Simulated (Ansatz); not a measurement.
# BH3: molecular dynamics

Purpose: to follow the molecule's vibrations and see whether its bonds hold. The start is relaxed first. Runs: 100 steps of 1 fs under a Nosé-Hoover thermostat at 700 K; 100 steps of 0.25 fs under a Nosé-Hoover thermostat at 500 K; 100 steps of 0.5 fs under a Langevin thermostat at 1000 K. SMILES of the start: B.

Program: Ansatz 0.2.0. Level of theory: RKS PBE/def2-SVP. These are calculated values, not measurements.

**1. The starting structure**

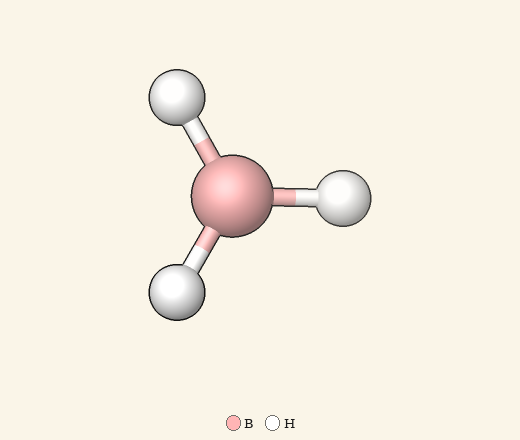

The starting structure, seen from a chosen angle (boron pink, hydrogen white).

Coordinates:

```xyz
4

B     0.0000    0.0000    0.0000
H     0.0000    0.0000    1.1900
H     1.0305    0.0000   -0.5950
H    -1.0305    0.0000   -0.5950
```

**2. Preparing the start**

Input file input.yaml:

```yaml
crystal:
  periodic: [false, false, false]
  atoms:
    - { symbol: B, position_ang: [0.0, 0.0, 0.0] }
    - { symbol: H, position_ang: [0.0, 0.0, 1.19] }
    - { symbol: H, position_ang: [1.0305, 0.0, -0.595] }
    - { symbol: H, position_ang: [-1.0305, 0.0, -0.595] }
basis:
  gaussian: { orbitals: def2-SVP }
hamiltonian:
  xc: pbe
relax:
  f_tol: 0.02
  max_steps: 40
```

Started as:

```sh
> ansatz run input.yaml --threads 1 --pin off --max-ram 2048MiB --backend cpu --events-out ev --progress --plain --runs-dir out
```

Log (excerpt; [...] marks lines left out):

```text
Warning: RAYON_NUM_THREADS=1 ignored (pool sized by the plan → 1); use --threads N
[...]
Functional definition: PBE
[...]
328 factors; their error is unknown
[...]
mean field -721.62568029 eV, -26.5192546152 hartree, gradient 6.0e-6 eV, S^2 0.000000; 0 other end points of the search recorded, 0 dependent functions left out
[...]
reference -721.62570611 eV, -26.5192555641 hartree; 4, 4 occupied and 25, 25 virtual orbitals, 328 factors
relax step   1: F+E_penalty+E_count = -721.62568029 eV  Δ(F+E_penalty+E_count) = +0.000e0 eV  max|allowed force component| = 5.876e-1 eV/Å  Δτ_max = 0.0000 Å  (20 SCF iters, accepted)
[...]
relax step   2: F+E_penalty+E_count = -721.64507395 eV  Δ(F+E_penalty+E_count) = -1.939e-2 eV  max|allowed force component| = 1.628e-1 eV/Å  Δτ_max = 0.0173 Å  (20 SCF iters, accepted)
[...]
relax step   3: F+E_penalty+E_count = -721.64678269 eV  Δ(F+E_penalty+E_count) = -1.709e-3 eV  max|allowed force component| = 4.287e-3 eV/Å  Δτ_max = 0.0068 Å  (20 SCF iters, accepted)
328 factors; their error is unknown
[...]
mean field -721.64678269 eV, -26.5200301141 hartree, gradient 7.6e-5 eV, S^2 0.000000; 1 other end points of the search recorded, 0 dependent functions left out
[...]
reference -721.64680858 eV, -26.5200310655 hartree; 4, 4 occupied and 25, 25 virtual orbitals, 328 factors
Total energy: -721.64680858 eV, -26.5200310655 hartree
Atom 0 at     0.000000     0.000000    -0.000002 Å, force     0.000000     0.000000     0.000051 eV/Å
Atom 1 at    -0.000000    -0.000000     1.214132 Å, force    -0.000000    -0.000000     0.004287 eV/Å
Atom 2 at     1.051472    -0.000000    -0.607065 Å, force     0.003732    -0.000000    -0.002169 eV/Å
Atom 3 at    -1.051472    -0.000000    -0.607065 Å, force    -0.003732    -0.000000    -0.002169 eV/Å
Dipole moment:    -0.000000    -0.000000    -0.000001 e Å
```

Run time: 0.7 s. Hardware: 1 thread of Intel Xeon Platinum 8488C (Sapphire Rapids), shared host; peak memory 0.095 GiB.

Relaxation path:

| step | energy from step 1 (eV) | largest force component (eV/Å) |
| --- | --- | --- |
| 1 | 0.0000 | 0.5876 |
| 2 | -0.0194 | 0.1628 |
| 3 | -0.0211 | 0.0043 |

Step 1 is the start.

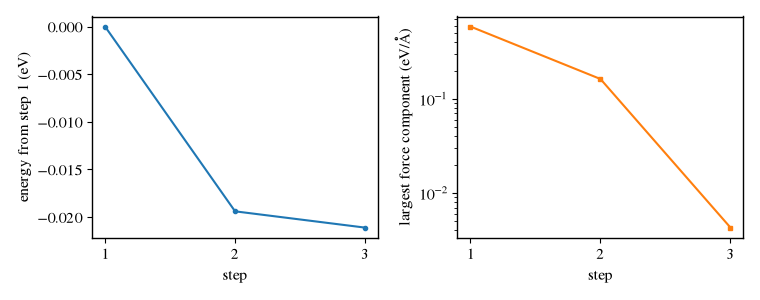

Energy and largest force along the relaxation.

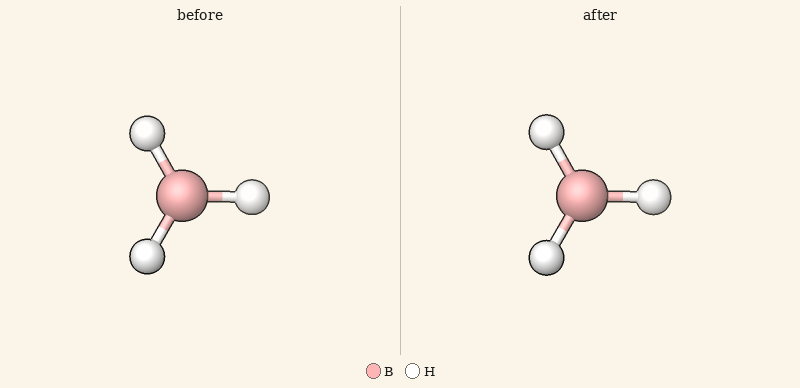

The structure before (left) and after (right), drawn at the same scale.

After: Bond lengths: B1–H2 1.214 Å, B1–H3 1.214 Å, B1–H4 1.214 Å. Angles: H2–B1–H3 120.0°, H2–B1–H4 120.0°, H3–B1–H4 120.0°.

**3. Run 1**

100 steps of 1 fs under a Nosé-Hoover thermostat at 700 K, from the relaxed start.

Input file input.yaml:

```yaml
crystal:
  periodic: [false, false, false]
  atoms:
    - { symbol: B, position_ang: [0.0, 0.0, -2.0e-06] }
    - { symbol: H, position_ang: [0.0, 0.0, 1.214132] }
    - { symbol: H, position_ang: [1.051472, 0.0, -0.607065] }
    - { symbol: H, position_ang: [-1.051472, 0.0, -0.607065] }
basis:
  gaussian: { orbitals: def2-SVP }
hamiltonian:
  xc: pbe
md:
  timestep: 1.0
  n_steps: 100
  ensemble: nvt_nose_hoover
  temperature: 700.0
  initial_velocities: maxwell_boltzmann
  seed: 129045
  nose_hoover: { tau: 20.0, chain_length: 5 }
```

Started as:

```sh
> ansatz run input.yaml --threads 1 --pin off --max-ram 2048MiB --backend cpu --events-out ev --progress --plain --runs-dir out
```

Log (excerpt; [...] marks lines left out):

```text
Warning: RAYON_NUM_THREADS=1 ignored (pool sized by the plan → 1); use --threads N
[...]
Functional definition: PBE
[...]
328 factors; their error is unknown
[...]
mean field -721.64678269 eV, -26.5200301141 hartree, gradient 6.1e-6 eV, S^2 0.000000; 0 other end points of the search recorded, 0 dependent functions left out
[...]
reference -721.64680858 eV, -26.5200310655 hartree; 4, 4 occupied and 25, 25 virtual orbitals, 328 factors
md step     0: t =     0.00 fs  T =   700.0 K  F+E_penalty+E_count = -721.64678269 eV  E_kin = 0.180964 eV  conserved = -721.46581869 eV  (20 SCF iters)
[...]
md step    12: t =    12.00 fs  T =   589.4 K  F+E_penalty+E_count = -721.60112466 eV  E_kin = 0.152372 eV  conserved = -721.46232099 eV  (21 SCF iters)
[...]
md step    24: t =    24.00 fs  T =   388.6 K  F+E_penalty+E_count = -721.47795086 eV  E_kin = 0.100456 eV  conserved = -721.45688156 eV  (22 SCF iters)
[...]
md step    36: t =    36.00 fs  T =   293.8 K  F+E_penalty+E_count = -721.28305117 eV  E_kin = 0.075962 eV  conserved = -721.44953174 eV  (23 SCF iters)
[...]
md step    48: t =    48.00 fs  T =   598.8 K  F+E_penalty+E_count = -721.28811811 eV  E_kin = 0.154810 eV  conserved = -721.44866319 eV  (23 SCF iters)
md step    49: t =    49.00 fs  T =   571.2 K  F+E_penalty+E_count = -721.28079388 eV  E_kin = 0.147664 eV  conserved = -721.44876372 eV  (23 SCF iters)
md step    50: t =    50.00 fs  T =   662.7 K  F+E_penalty+E_count = -721.30365609 eV  E_kin = 0.171331 eV  conserved = -721.44835202 eV  (23 SCF iters)
```

**4. More of the same log: dynamics from the start**

Output, continued (excerpt; [...] marks lines left out):

```text
md step    51: t =    51.00 fs  T =   868.3 K  F+E_penalty+E_count = -721.35815540 eV  E_kin = 0.224480 eV  conserved = -721.45017412 eV  (23 SCF iters)
[...]
md step    63: t =    63.00 fs  T =   769.4 K  F+E_penalty+E_count = -721.36121400 eV  E_kin = 0.198918 eV  conserved = -721.45012981 eV  (22 SCF iters)
[...]
md step    75: t =    75.00 fs  T =  1035.0 K  F+E_penalty+E_count = -721.49161151 eV  E_kin = 0.267565 eV  conserved = -721.45703719 eV  (19 SCF iters)
[...]
md step    87: t =    87.00 fs  T =   975.8 K  F+E_penalty+E_count = -721.53986759 eV  E_kin = 0.252262 eV  conserved = -721.46148666 eV  (22 SCF iters)
[...]
md step    99: t =    99.00 fs  T =   320.4 K  F+E_penalty+E_count = -721.41896049 eV  E_kin = 0.082818 eV  conserved = -721.45365789 eV  (20 SCF iters)
[...]
md step   100: t =   100.00 fs  T =   781.3 K  F+E_penalty+E_count = -721.55090352 eV  E_kin = 0.201993 eV  conserved = -721.46262198 eV  (19 SCF iters)
Total energy: -721.55092937 eV, -26.5165075696 hartree
Atom 0 at     0.012697    -0.006004     0.004878 Å, force    -2.083945     0.263343    -1.190577 eV/Å
Atom 1 at    -0.043975     0.015454     1.168483 Å, force     0.152819    -0.080216     1.260607 eV/Å
Atom 2 at     1.005549     0.030792    -0.612507 Å, force     0.988151    -0.069174    -0.483429 eV/Å
Atom 3 at    -1.097742     0.018138    -0.608311 Å, force     0.942974    -0.113952     0.413399 eV/Å
Dipole moment:     0.028620    -0.011714     0.015139 e Å
```

It took 17 s on 1 thread of Intel Xeon Platinum 8488C (Sapphire Rapids), shared host; peak memory 0.087 GiB.

**5. Frames and traces**

The trajectory, every 4 steps (energies from step 0):

| time (fs) | T (K) | potential energy change (meV/atom) | conserved energy change (meV/atom) |
| --- | --- | --- | --- |
| 0.0 | 700 | 0.0 | 0.00 |
| 4.0 | 285 | 28.4 | 1.34 |
| 8.0 | 163 | 38.5 | 1.98 |
| 12.0 | 589 | 11.4 | 0.87 |
| 16.0 | 148 | 47.3 | 3.28 |
| 20.0 | 526 | 29.3 | 1.83 |
| 24.0 | 389 | 42.2 | 2.23 |
| 28.0 | 395 | 58.1 | 3.69 |
| 32.0 | 1207 | 19.9 | 1.71 |
| 36.0 | 294 | 90.9 | 4.07 |
| 40.0 | 1155 | 42.4 | 1.00 |
| 44.0 | 1586 | 19.7 | 0.14 |
| 48.0 | 599 | 89.7 | 4.29 |
| 52.0 | 1074 | 57.7 | 2.67 |
| 56.0 | 1079 | 56.7 | 2.69 |
| 60.0 | 910 | 65.4 | 3.94 |
| 64.0 | 732 | 73.0 | 3.96 |
| 68.0 | 728 | 70.2 | 4.36 |
| 72.0 | 730 | 65.1 | 4.49 |
| 76.0 | 870 | 48.5 | 2.95 |
| 80.0 | 535 | 66.5 | 3.64 |
| 84.0 | 578 | 57.3 | 2.99 |
| 88.0 | 1104 | 16.5 | 1.01 |
| 92.0 | 238 | 69.9 | 3.50 |
| 96.0 | 861 | 21.5 | 0.36 |
| 100.0 | 781 | 24.0 | 0.80 |

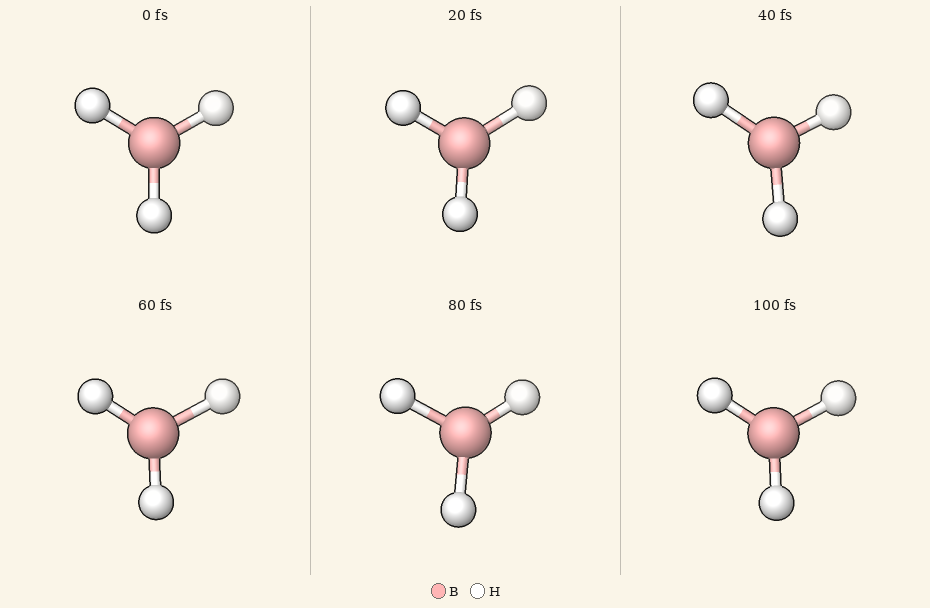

The system at six times, viewed from a chosen angle. Sticks join atoms within a bonding distance in each frame.

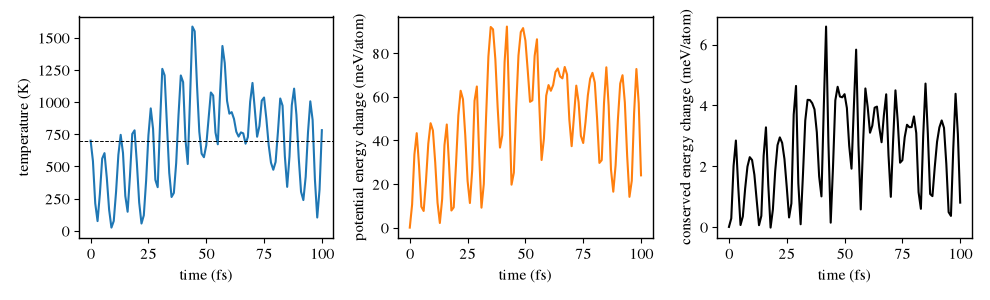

Time series of the run, each on its own scale. The dashed line is the set temperature.

**6. Positions and forces**

Extended XYZ, with forces in eV/Å:

```xyz
4
time_fs=12.0 T=589 dE=0.0457
B     0.009   -0.004    0.003   -1.104    0.212   -0.575
H    -0.042    0.012    1.220    0.200   -0.065   -0.090
H     1.049    0.013   -0.638   -0.121   -0.066    0.198
H    -1.105    0.019   -0.612    1.024   -0.081    0.466
4
time_fs=25.0 T=742 dE=0.0855
B    -0.007    0.007    0.002   -0.095   -0.391   -0.422
H     0.076   -0.027    1.237   -0.378    0.126   -0.488
H     1.088   -0.026   -0.584   -0.557    0.126    0.087
H    -1.091   -0.026   -0.674    1.031    0.139    0.823
4
time_fs=38.0 T=895 dE=0.2203
B     0.019   -0.011    0.004   -1.468    0.627   -0.536
H    -0.126    0.037    1.254    0.638   -0.198   -0.864
H     1.069    0.041   -0.703   -0.793   -0.205    0.856
H    -1.151    0.043   -0.594    1.623   -0.225    0.544
4
time_fs=50.0 T=663 dE=0.3431
B    -0.008    0.011    0.006   -0.369   -0.587   -0.987
H     0.126   -0.040    1.254   -0.641    0.183   -0.788
H     1.118   -0.035   -0.574   -1.012    0.186    0.178
H    -1.155   -0.037   -0.747    2.022    0.219    1.597
4
time_fs=62.0 T=869 dE=0.2614
B     0.021   -0.005    0.006   -2.236    0.279   -1.020
H    -0.086    0.014    1.234    0.386   -0.083   -0.382
H     1.058    0.023   -0.663   -0.360   -0.088    0.424
H    -1.194    0.018   -0.637    2.210   -0.109    0.978
4
time_fs=75.0 T=1035 dE=0.1552
B     0.002    0.001    0.005   -1.149   -0.028   -1.012
H     0.041   -0.007    1.232   -0.210    0.010   -0.285
H     1.076    0.003   -0.603   -0.401    0.008    0.117
H    -1.141   -0.002   -0.688    1.761    0.011    1.180
4
time_fs=88.0 T=1104 dE=0.0659
B     0.005    0.003    0.003   -1.021   -0.177   -0.605
H    -0.005   -0.015    1.229    0.005    0.054   -0.277
H     1.065   -0.002   -0.616   -0.255    0.051    0.150
H    -1.114   -0.018   -0.644    1.271    0.071    0.733
4
time_fs=100.0 T=781 dE=0.0959
B     0.013   -0.006    0.005   -2.084    0.263   -1.191
H    -0.044    0.015    1.169    0.153   -0.080    1.261
H     1.006    0.031   -0.613    0.988   -0.069   -0.483
H    -1.098    0.018   -0.608    0.943   -0.114    0.413
```

On run 1: Against a set 700 K the second half averages 780 K with a spread of 272 K. The conserved energy strays from its start by at most 6.59 meV/atom, 15 % of the mean kinetic energy, which is poor: the step of 1 fs is too long for the fastest motion. No bond forms or breaks.

**7. Run 2**

100 steps of 0.25 fs under a Nosé-Hoover thermostat at 500 K, from the relaxed start.

Edit input.yaml of step 3 so:

```diff
@@ -12,8 +12,7 @@
 md:
-  timestep: 1.0
+  timestep: 0.25
   n_steps: 100
   ensemble: nvt_nose_hoover
-  temperature: 700.0
+  temperature: 500.0
   initial_velocities: maxwell_boltzmann
-  seed: 129045
-  nose_hoover: { tau: 20.0, chain_length: 5 }
+  seed: 747260
```

Started as:

```sh
> ansatz run input.yaml --threads 1 --pin off --max-ram 2048MiB --backend cpu --events-out ev --progress --plain --runs-dir out
```

Log (excerpt; [...] marks lines left out):

```text
Warning: RAYON_NUM_THREADS=1 ignored (pool sized by the plan → 1); use --threads N
[...]
Functional definition: PBE
[...]
328 factors; their error is unknown
[...]
mean field -721.64678269 eV, -26.5200301141 hartree, gradient 6.1e-6 eV, S^2 0.000000; 0 other end points of the search recorded, 0 dependent functions left out
[...]
reference -721.64680858 eV, -26.5200310655 hartree; 4, 4 occupied and 25, 25 virtual orbitals, 328 factors
md step     0: t =     0.00 fs  T =   500.0 K  F+E_penalty+E_count = -721.64678269 eV  E_kin = 0.129260 eV  conserved = -721.51752269 eV  (20 SCF iters)
[...]
md step    12: t =     3.00 fs  T =   215.1 K  F+E_penalty+E_count = -721.57292475 eV  E_kin = 0.055605 eV  conserved = -721.51732858 eV  (16 SCF iters)
[...]
md step    24: t =     6.00 fs  T =   190.4 K  F+E_penalty+E_count = -721.56662876 eV  E_kin = 0.049230 eV  conserved = -721.51745686 eV  (24 SCF iters)
[...]
md step    36: t =     9.00 fs  T =    57.0 K  F+E_penalty+E_count = -721.53193234 eV  E_kin = 0.014724 eV  conserved = -721.51732807 eV  (15 SCF iters)
[...]
md step    48: t =    12.00 fs  T =   354.7 K  F+E_penalty+E_count = -721.60884642 eV  E_kin = 0.091690 eV  conserved = -721.51744629 eV  (18 SCF iters)
md step    49: t =    12.25 fs  T =   385.2 K  F+E_penalty+E_count = -721.61672875 eV  E_kin = 0.099589 eV  conserved = -721.51746223 eV  (23 SCF iters)
md step    50: t =    12.50 fs  T =   412.2 K  F+E_penalty+E_count = -721.62369139 eV  E_kin = 0.106574 eV  conserved = -721.51747610 eV  (22 SCF iters)
```

**8. The output, continued: dynamics from the start**

Output, continued (excerpt; [...] marks lines left out):

```text
md step    51: t =    12.75 fs  T =   434.9 K  F+E_penalty+E_count = -721.62951760 eV  E_kin = 0.112428 eV  conserved = -721.51748719 eV  (22 SCF iters)
[...]
md step    63: t =    15.75 fs  T =   359.4 K  F+E_penalty+E_count = -721.60939295 eV  E_kin = 0.092906 eV  conserved = -721.51737181 eV  (17 SCF iters)
[...]
md step    75: t =    18.75 fs  T =   274.6 K  F+E_penalty+E_count = -721.58716308 eV  E_kin = 0.070985 eV  conserved = -721.51744885 eV  (17 SCF iters)
[...]
md step    87: t =    21.75 fs  T =    36.9 K  F+E_penalty+E_count = -721.52536654 eV  E_kin = 0.009527 eV  conserved = -721.51733832 eV  (15 SCF iters)
[...]
md step    99: t =    24.75 fs  T =   185.2 K  F+E_penalty+E_count = -721.56363992 eV  E_kin = 0.047870 eV  conserved = -721.51739544 eV  (18 SCF iters)
[...]
md step   100: t =    25.00 fs  T =   215.5 K  F+E_penalty+E_count = -721.57146524 eV  E_kin = 0.055716 eV  conserved = -721.51740995 eV  (20 SCF iters)
Total energy: -721.57149128 eV, -26.5172632059 hartree
Atom 0 at    -0.011835     0.015829     0.003364 Å, force     0.641454    -0.808927    -0.102421 eV/Å
Atom 1 at     0.091956    -0.057152     1.233611 Å, force    -0.449568     0.272006    -0.446144 eV/Å
Atom 2 at     1.068792    -0.053892    -0.590938 Å, force    -0.354017     0.269143     0.073077 eV/Å
Atom 3 at    -1.033829    -0.058712    -0.678770 Å, force     0.162131     0.267778     0.475487 eV/Å
Dipole moment:    -0.012218     0.029434     0.002365 e Å
```

Wall time 16 s (1 thread of Intel Xeon Platinum 8488C (Sapphire Rapids), shared host); peak memory 0.088 GiB.

**9. Frames and traces**

The trajectory, every 4 steps (energies from step 0):

| time (fs) | T (K) | potential energy change (meV/atom) | conserved energy change (meV/atom) |
| --- | --- | --- | --- |
| 0.0 | 500 | 0.0 | 0.00 |
| 1.0 | 446 | 3.5 | 0.01 |
| 2.0 | 322 | 11.5 | 0.03 |
| 3.0 | 215 | 18.5 | 0.05 |
| 4.0 | 181 | 20.6 | 0.04 |
| 5.0 | 194 | 19.8 | 0.02 |
| 6.0 | 190 | 20.0 | 0.02 |
| 7.0 | 143 | 23.1 | 0.03 |
| 8.0 | 82 | 27.1 | 0.04 |
| 9.0 | 57 | 28.7 | 0.05 |
| 10.0 | 103 | 25.7 | 0.05 |
| 11.0 | 217 | 18.4 | 0.04 |
| 12.0 | 355 | 9.5 | 0.02 |
| 13.0 | 452 | 3.2 | 0.01 |
| 14.0 | 467 | 2.3 | 0.01 |
| 15.0 | 412 | 5.9 | 0.03 |
| 16.0 | 345 | 10.3 | 0.04 |
| 17.0 | 312 | 12.5 | 0.04 |
| 18.0 | 298 | 13.4 | 0.02 |
| 19.0 | 262 | 15.8 | 0.02 |
| 20.0 | 184 | 20.8 | 0.03 |
| 21.0 | 90 | 26.9 | 0.04 |
| 22.0 | 26 | 31.1 | 0.05 |
| 23.0 | 27 | 31.0 | 0.05 |
| 24.0 | 100 | 26.3 | 0.04 |
| 25.0 | 216 | 18.8 | 0.03 |

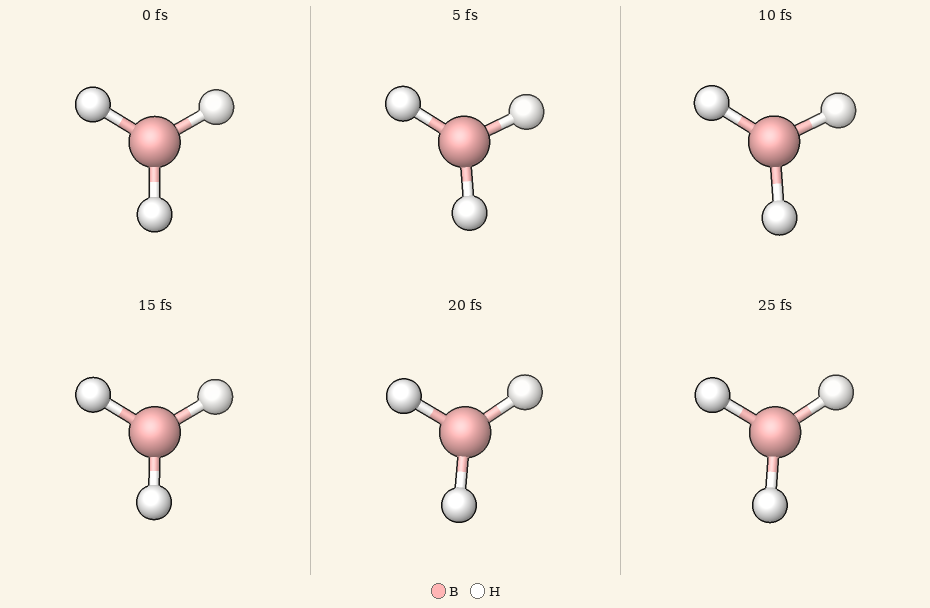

The system at six times, viewed from a chosen angle. Sticks join atoms within a bonding distance in each frame.

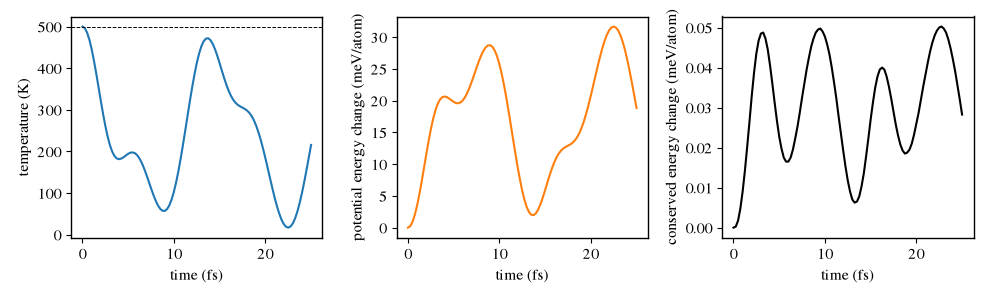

Time series of the run, each on its own scale. The dashed line is the set temperature.

**10. Frames from the trajectory**

Positions (Å) and forces (eV/Å):

```xyz
4
time_fs=3.0 T=215 dE=0.0739
B     0.007   -0.010    0.001   -0.075    0.430   -0.852
H    -0.064    0.036    1.159    0.257   -0.122    1.414
H     1.038    0.035   -0.617    0.221   -0.159   -0.053
H    -1.050    0.036   -0.550   -0.403   -0.150   -0.509
4
time_fs=6.2 T=182 dE=0.0822
B     0.013   -0.017   -0.004   -0.741    0.812    0.383
H    -0.108    0.062    1.208    0.521   -0.278   -0.037
H     1.043    0.059   -0.631    0.129   -0.263    0.057
H    -1.078    0.060   -0.532    0.091   -0.271   -0.403
4
time_fs=9.5 T=70 dE=0.1114
B     0.013   -0.016   -0.006   -0.924    0.854    0.924
H    -0.101    0.061    1.260    0.530   -0.310   -1.079
H     1.059    0.056   -0.639   -0.181   -0.264    0.241
H    -1.098    0.057   -0.553    0.574   -0.280   -0.086
4
time_fs=12.5 T=412 dE=0.0231
B     0.006   -0.009   -0.002   -0.266    0.451    0.135
H    -0.050    0.034    1.225    0.235   -0.152   -0.290
H     1.060    0.031   -0.626   -0.215   -0.150    0.202
H    -1.072    0.031   -0.583    0.245   -0.149   -0.047
4
time_fs=15.5 T=376 dE=0.0331
B    -0.004    0.002    0.004    0.367   -0.086   -0.954
H     0.022   -0.006    1.172   -0.092    0.026    1.172
H     1.045   -0.007   -0.598    0.114    0.031   -0.090
H    -1.026   -0.008   -0.618   -0.389    0.029   -0.127
4
time_fs=18.8 T=275 dE=0.0596
B    -0.011    0.013    0.003    0.479   -0.603   -0.059
H     0.090   -0.046    1.205   -0.416    0.204    0.198
H     1.040   -0.044   -0.576    0.301    0.199   -0.288
H    -1.010   -0.048   -0.665   -0.364    0.200    0.149
4
time_fs=22.0 T=26 dE=0.1243
B    -0.014    0.018    0.002    0.600   -0.947    0.501
H     0.118   -0.067    1.258   -0.607    0.342   -0.978
H     1.059   -0.063   -0.579   -0.122    0.296   -0.081
H    -1.026   -0.067   -0.696    0.129    0.309    0.558
4
time_fs=25.0 T=216 dE=0.0753
B    -0.012    0.016    0.003    0.641   -0.809   -0.102
H     0.092   -0.057    1.234   -0.450    0.272   -0.446
H     1.069   -0.054   -0.591   -0.354    0.269    0.073
H    -1.034   -0.059   -0.679    0.162    0.268    0.475
```

Reading of run 2. Against a set 500 K the second half averages 247 K, going from 412 to 216 K over that half; 17 meV/atom has gone into potential energy, and a thermostat that acts over some 100 fs has not made it up in 25 fs. The conserved energy strays from its start by at most 0.05 meV/atom, 0.3 % of the mean kinetic energy, so a step of 0.25 fs is short enough over this time. The bonding pattern survives the run.

[end of part 1 of 2]
